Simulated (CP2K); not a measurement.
# C2H3FO2 (SMILES O=CC(O)F): PM6

Aim: the energy change on altering one bond length of C2H3FO2 at PM6, from 2 runs. 

Program for the calculation: CP2K 2026.2.

6 further runs of the same task are left out: 1 that didn't finish, 5 set aside as unsound or not needed.

**1. Starting point**

C2H3FO2: 8 atoms, total charge 0, spin state singlet. As SMILES, `O=CC(O)F`. Geometry: relaxed at PBE0-D4/def2-TZVP. This is one conformer, not always the lowest.

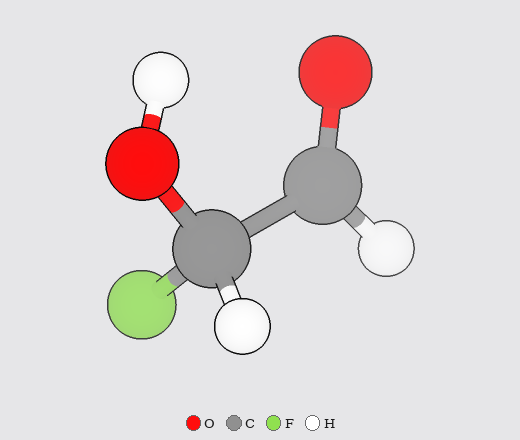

Viewed from a chosen angle; oxygen red, carbon grey, fluorine green, hydrogen white.

**2. The energy at PM6**

Input file molecule.inp:

```
&FORCE_EVAL
   METHOD Quickstep
   &DFT
      &QS
         METHOD PM6
         EPS_DEFAULT 1.0E-10
         &SE
            &COULOMB
               CUTOFF [angstrom] 50
               RC_RANGE [angstrom] 0
            &END
            &EXCHANGE
               CUTOFF [angstrom] 50
               RC_RANGE [angstrom] 0
            &END
         &END
      &END
      # no periodic images
      &POISSON
         PERIODIC NONE
         POISSON_SOLVER ANALYTIC
      &END
      # SCF settings
      &SCF
         SCF_GUESS ATOMIC
         EPS_SCF 1.0E-07
         MAX_SCF 100
         &DIAGONALIZATION
            ALGORITHM STANDARD
         &END
         &MIXING
            METHOD DIRECT_P_MIXING
            ALPHA 0.4
         &END
      &END
      &PRINT
         &MOMENTS
            PERIODIC F
            REFERENCE COM
            MAX_MOMENT 1
         &END
         &MO ON
            ENERGIES T
            OCCUPATION_NUMBERS T
            NDIGITS 6
            &EACH
               QS_SCF 0
            &END
            ADD_LAST NUMERIC
         &END
         &HIRSHFELD OFF
         &END
      &END
   &END
   # structure
   &SUBSYS
      &CELL
         ABC 19 17.9 19
         PERIODIC NONE
      &END
      &COORD
         O      8.023100     9.134300     9.884050
         C      8.858500     9.315000     9.044750
         C     10.332500     9.044300     9.336950
         O     10.528400     8.698000    10.627350
         F     10.663600     8.011400     8.464950
         H      8.609800     9.633100     8.016350
         H     10.976900     9.888600     9.071350
         H      9.674700     8.405500    10.983650
      &END
   &END
&END

&GLOBAL
   PROJECT_NAME molecule
   RUN_TYPE ENERGY
   PRINT_LEVEL MEDIUM
&END
```

Command:

```bash
$ OMP_NUM_THREADS=1 cp2k.psmp -i molecule.inp -o molecule.out
```

The program printed:

```text
CP2K| version string:                                       CP2K version 2026.2
[...]
 GLOBAL| Method name                                                        CP2K
[...]
 GLOBAL| Run type                                                         ENERGY
[...]
                             - Atoms:                                          8
[...]
                             - Spherical basis functions:                     23
[...]
 Number of electrons:                                                         30
[...]
     1 P_Mix/Diag. 0.40E+00    0.0     0.66476396       -43.0477298341 -4.30E+01
[...]
    24 DIIS/Diag.  0.73E-07    0.0     0.00000007       -49.2199240836 -7.11E-15
  *** SCF run converged in    24 steps ***
  Core-core repulsion energy [eV]:                           2323.81046247258246
  Core Hamiltonian energy [eV]:                             -2235.35947429878524
  Two-electron integral energy [eV]:                        -2855.58647160877354
  Electronic energy [eV]:                                   -3663.15271010317201
  Total energy [eV]:                                        -1339.34224763058978
  Atomic reference energy [eV]:                              1334.13969833660576
  Heat of formation [kcal/mol]:                              -119.97364634721676
[...]
 SE_DIPOLE| Moment [Debye]          0.37053310      -1.63795069       1.47450857
 SE_DIPOLE| Derivative [a.u.]       0.00000000       0.00000000       0.00000000
 ENERGY| Total FORCE_EVAL ( QS ) energy [hartree]            -49.219924083643740
[...]
```

Run time: 0.86 s. Hardware: 1 thread of Intel Xeon 6975P-C (Granite Rapids), shared host; peak memory 0.19 GiB.

**3. The distorted shape at the same level**

Input file qs.inp:

```
&GLOBAL
  PROJECT_NAME qs
  RUN_TYPE ENERGY
  PRINT_LEVEL MEDIUM
&END GLOBAL

&FORCE_EVAL
  METHOD Quickstep
  &DFT
    CHARGE 0
    MULTIPLICITY 1
    &QS
      METHOD PM6
      EPS_DEFAULT 1.0E-10
      &SE
        &COULOMB
          CUTOFF [angstrom] 50
          RC_RANGE [angstrom] 0
        &END COULOMB
        &EXCHANGE
          CUTOFF [angstrom] 50
          RC_RANGE [angstrom] 0
        &END EXCHANGE
      &END SE
    &END QS
    &POISSON
      PERIODIC NONE
      POISSON_SOLVER ANALYTIC
    &END POISSON
    &SCF
      SCF_GUESS ATOMIC
      EPS_SCF 1.0E-07
      MAX_SCF 100
      &DIAGONALIZATION
        ALGORITHM STANDARD
      &END DIAGONALIZATION
      &MIXING
        METHOD DIRECT_P_MIXING
        ALPHA 0.4
      &END MIXING
    &END SCF
    &PRINT
      &MOMENTS
        PERIODIC F
        REFERENCE COM
        MAX_MOMENT 1
      &END MOMENTS
      &MO ON
        ENERGIES T
        OCCUPATION_NUMBERS T
        NDIGITS 6
        &EACH
          QS_SCF 0
        &END EACH
        ADD_LAST NUMERIC
      &END MO
      &HIRSHFELD OFF
      &END HIRSHFELD
    &END PRINT
  &END DFT
  &SUBSYS
    &CELL
      ABC [angstrom] 19.8 17.9 19.1
      PERIODIC NONE
    &END CELL
    &COORD
      O      7.980897     9.296721     9.846390
      C      8.816297     9.477421     9.007090
      C     11.174703     9.044300     9.474610
      O     11.370603     8.698000    10.765010
      F     11.505803     8.011400     8.602610
      H      8.567597     9.795521     7.978690
      H     11.819103     9.888600     9.209011
      H     10.516903     8.405500    11.121310
    &END COORD
  &END SUBSYS
&END FORCE_EVAL
```

Command:

```bash
$ OMP_NUM_THREADS=1 cp2k.psmp -i qs.inp -o qs.out
```

The program printed:

```text
CP2K| version string:                                       CP2K version 2026.2
[...]
 GLOBAL| Method name                                                        CP2K
[...]
 GLOBAL| Run type                                                         ENERGY
[...]
                             - Atoms:                                          8
[...]
                             - Spherical basis functions:                     23
[...]
 Number of electrons:                                                         30
[...]
     1 P_Mix/Diag. 0.40E+00    0.0     0.68213708       -43.2287467216 -4.32E+01
[...]
    26 DIIS/Diag.  0.31E-07    0.0     0.00000003       -49.1048899313 -5.68E-14
  *** SCF run converged in    26 steps ***
  Core-core repulsion energy [eV]:                           2075.89393227971414
  Core Hamiltonian energy [eV]:                             -2229.49491730653017
  Two-electron integral energy [eV]:                        -2365.22204825310246
  Electronic energy [eV]:                                   -3412.10594143308163
  Total energy [eV]:                                        -1336.21200915336703
  Atomic reference energy [eV]:                              1334.13969833660576
  Heat of formation [kcal/mol]:                               -47.78862649876991
[...]
 SE_DIPOLE| Moment [Debye]          1.46122325      -1.74069478       1.23465457
 SE_DIPOLE| Derivative [a.u.]       0.00000000       0.00000000       0.00000000
 ENERGY| Total FORCE_EVAL ( QS ) energy [hartree]            -49.104889931256508
[...]
```

It took 0.86 s on 1 thread of Intel Xeon 6975P-C (Granite Rapids), shared host; peak memory 0.18 GiB.

**4. Results**

At PM6:

```
                                                         quantity            value
                                        first shape: total energy     -49.21992 Eh
                                       first shape: dipole moment           2.23 D
                                         first shape: HOMO energy        -11.03 eV
                                   first shape: heat of formation  -120.0 kcal/mol
                                    distorted shape: total energy     -49.10489 Eh
                                   distorted shape: dipole moment           2.59 D
                                     distorted shape: HOMO energy         -8.74 eV
                               distorted shape: heat of formation   -47.8 kcal/mol
energy change with the C2–C3 bond stretched from 1.527 to 2.443 Å         3.130 eV
```

One bond (distorted shape) is far stretched, which a spin-restricted single reference describes badly. With the C2–C3 bond stretched from 1.527 to 2.443 Å the energy rises by 3.13 eV (72 kcal/mol). The first shape isn't relaxed at this level, so the change isn't measured from a minimum. A restricted reference can't describe the breaking bond well at this length.
